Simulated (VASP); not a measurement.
Band structure of Tc (hcp). All values below come from vdW-DF2, VASP's PBE PAW potentials (set 64) (plane waves; VASP).

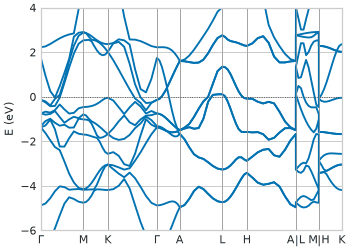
Figure. Bands along high-symmetry lines, zero at the valence-band maximum or, without a gap, the Fermi level

Q: Read the plot: is there a gap, and where are the band edges?

A: It has no gap at this level: it comes out as a metal or semimetal. (Edges off the drawn lines would not show.)

The compound is Tc in the hcp structure. It was relaxed first, which changed the volume by +8 %.
